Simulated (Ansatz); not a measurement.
# A small benchmark: vertical ionisation energy

10 molecules; the vertical ionisation energy in eV, computed less measured. Shapes, held fixed at every level: PBE0-D4/def2-TZVP. No vibrational averaging. Programs: Ansatz 0.2.0. Measured values: NIST CCCBDB.

Levels: A = HF/def2-TZVPP; B = MP2/def2-TZVPP; C = CCSD/def2-TZVPP.

```
              molecule  measured      A      B      C
        Cl2 (chlorine)     11.49  -0.44  +0.11  -0.01
HF (hydrogen fluoride)     16.12  -1.82  +0.12  -0.18
HCN (hydrogen cyanide)     13.61  -1.58  +0.48  +0.01
H2S (hydrogen sulfide)     10.50  -1.31  -0.18  -0.26
      C2H2 (acetylene)     11.49  -1.68  +0.12  -0.20
   H2CO (formaldehyde)     10.88  -1.42  +0.39  -0.11
         NH3 (ammonia)     10.82  -1.49  +0.04  -0.12
 CH3Cl (chloromethane)     11.29  -1.03  +0.13  -0.06
       CH4O (methanol)     10.96  -1.27  +0.38  -0.02
   CH4S (methanethiol)      9.44  -1.16  -0.02  -0.12
```

Task: Sum up the errors.

Result: 
```csv
level,kind,mean error,mean absolute error,worst case
HF/def2-TZVPP,Hartree–Fock,-1.320,1.320,HF
MP2/def2-TZVPP,perturbation theory,+0.157,0.197,HCN
CCSD/def2-TZVPP,coupled cluster or CI,-0.107,0.109,H2S
```

On this set CCSD/def2-TZVPP has the smallest mean absolute error and HF/def2-TZVPP the largest. HF/def2-TZVPP is too low in 10 of 10; MP2/def2-TZVPP is too high in 8 of 10; CCSD/def2-TZVPP is too low in 9 of 10. The set is small.

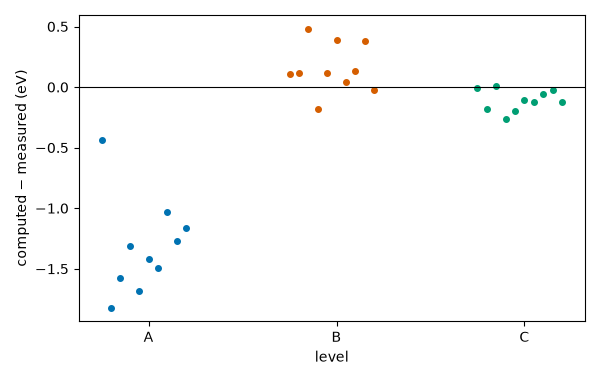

Errors of each level, one point a molecule.
